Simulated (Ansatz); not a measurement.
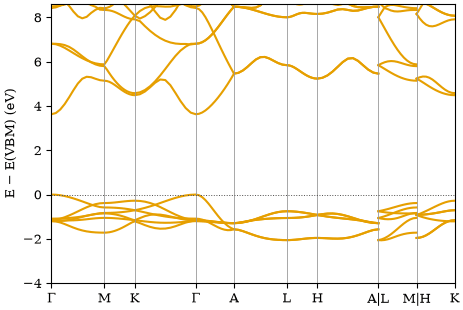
Fig. 1. Band structure from DFT-r²SCAN in the program Ansatz with PAW potentials

Question: Read off the gap and where the band edges lie.

Answer: About 3.6 eV (3.63 eV by a search for the band edges); maximum at Γ, minimum at Γ.

Question: Pick the material that matches.
A. CaO, P6_3/mmc (Ca on 2d, O on 2c)
B. BeS, NiAs type
C. BeS, P6_422 (Be on 3c, S on 3d)

Answer: A, CaO, P6_3/mmc (Ca on 2d, O on 2c)

The start of the workflow was typed in or built on a structure type; the Crystallography Open Database copy checked does not list it. It is not the phase usual at ambient conditions (space group No. 225). The r²SCAN relaxation kept the symmetry of its start; its stability against distortions is not shown here.

Potentials: the earlier of the program's two PAW sets.
